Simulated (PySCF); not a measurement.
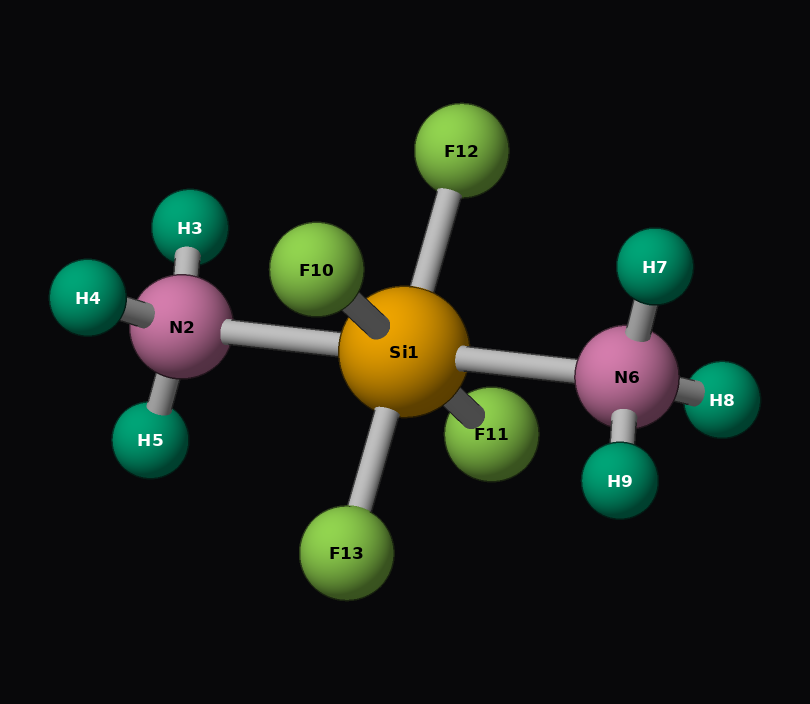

Computed geometry: PBE0-D3(BJ)/def2-SVP optimisation. No frequency run is at hand to confirm it as a minimum. Properties computed with GIAO PBE0/pcSseg-1 NMR shielding, non-relativistic, gas phase (PySCF 2.14.0). Principal shieldings σ11 ≤ σ22 ≤ σ33, span Ω = σ33 − σ11, skew κ = 3(σiso − σ22)/Ω.

Give the shielding tensors of the N atoms.

```csv
atom,σ11,σ22,σ33,σiso,Ω,κ
"N2, N6",204.5,204.6,226.3,211.8,21.8,0.99
```

Shieldings and span in ppm.
